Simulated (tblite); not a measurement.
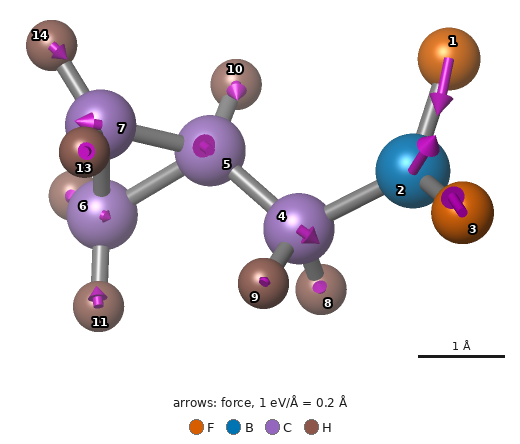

Starting geometry of C₄H₇BF₂ with the computed forces as purple arrows. A ball-and-stick model, seen at a tilt.

All numbers below come from GFN2-xTB geometry optimisation, gas phase in tblite. 

### Is this structure relaxed? If not, where do the atoms go?

It isn't relaxed: the largest force vector, on the B atom, is 3.75 eV/Å. The final displacements follow the starting forces only in part (cosine between the two patterns 0.34). The largest move after the best rigid fit is that of an F atom, 0.40 Å. By element the largest moves are F 0.40 Å, H 0.29 Å, B 0.27 Å, C 0.21 Å. Near-neighbour distances that change, for instance: B–F 1.471 → 1.319 Å, B–F 1.436 → 1.317 Å, C–H 1.131 → 1.083 Å, C–C 1.530 → 1.498 Å. Among the angles between lasting bonds that change: C–C–C 112.2° → 119.7°, F–B–C 116.3° → 122.6°, C–C–H 112.0° → 117.2°. The energy falls by 1.074 eV in 72 geometry steps.
